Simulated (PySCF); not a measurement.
## Electronic structure of C$_{4}$H$_{5}$BrOSi (SMILES CC(=O)C#C[SiH2]Br) in real space

```yaml
atoms:
  - { symbol: C, position_ang: [-2.3898, 0.3709, -0.2259] }
  - { symbol: C, position_ang: [-1.5639, -0.8184, 0.1858] }
  - { symbol: O, position_ang: [-2.0128, -1.8867, 0.5198] }
  - { symbol: C, position_ang: [-0.1452, -0.5562, 0.1430] }
  - { symbol: C, position_ang: [1.0487, -0.3698, 0.1190] }
  - { symbol: Si, position_ang: [2.8564, -0.0015, 0.0545] }
  - { symbol: Br, position_ang: [3.0076, 2.1119, -0.6292] }
  - { symbol: H, position_ang: [-2.1732, 1.2111, 0.4321] }
  - { symbol: H, position_ang: [-2.1241, 0.6669, -1.2396] }
  - { symbol: H, position_ang: [-3.4470, 0.1240, -0.1765] }
  - { symbol: H, position_ang: [3.5079, -0.8092, -0.9628] }
  - { symbol: H, position_ang: [3.4365, -0.0437, 1.3861] }
```

Geometry: GFN2-xTB.

Computed with B3LYP/def2-SVPD, SCF density, gas phase (PySCF).

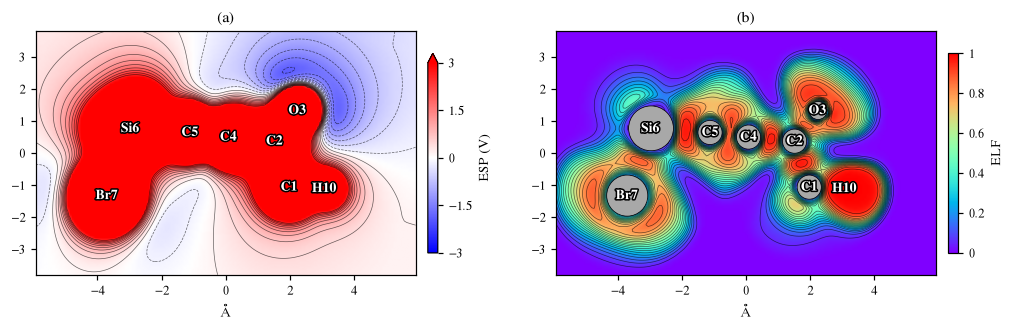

Figure 1. (a) electrostatic potential; (b) ELF on the plane of atoms C1, C2 and O3. Grey discs cover the atomic cores in the ELF map.

> What do the fields say about this system?

Atoms in the plane: C, O, Si, Br and H. C–O (1.21 Å): the ELF peaks at about 0.90 between the atoms; a multiple bond. C–C (1.21 Å): the ELF peaks at about 0.90 between the atoms: a short, multiple covalent bond. C–Si (1.85 Å): the ELF peaks at about 0.95 between the atoms; a shared electron pair. Si–Br (2.23 Å): the ELF peaks at about 0.90 between the atoms (a polar covalent bond). C–H (1.09 Å): the ELF climbs to about 1 towards the hydrogen, as it does in any bond to H (a covalent bond by its length). The ELF also peaks beside Br7 and O3, away from the bonds: lone-pair regions. Outside the dense part of the molecule the potential is most negative (−1.9 V) near O3.

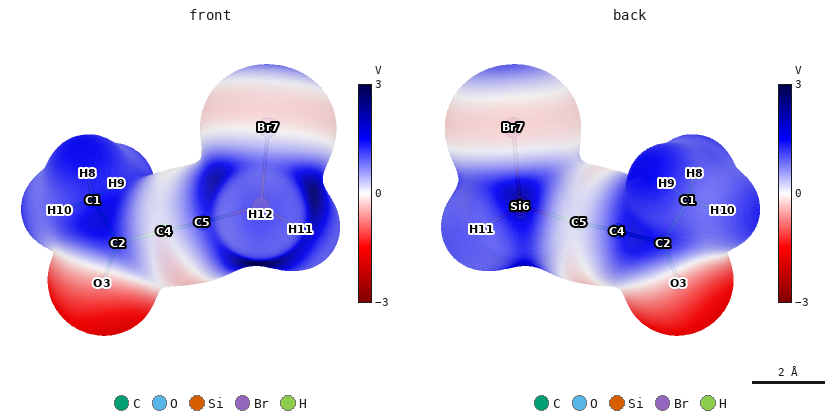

Figure 2. The molecular electrostatic potential painted on the density surface at 0.004 e/bohr³, seen from the front and from behind; red is negative and blue positive.

> Where is the surface potential most negative and most positive?

The most negative region (about −1.7 V) lies over O3, the most positive (about +2.8 V) over Si6. Br7 shows a σ-hole: about +0.9 V at the tip opposite its bond, against about −0.2 V on its flanks. O3 is the likeliest acceptor of a hydrogen bond.

> How polar is the molecule by this calculation?

Its dipole moment is 1.57 D.
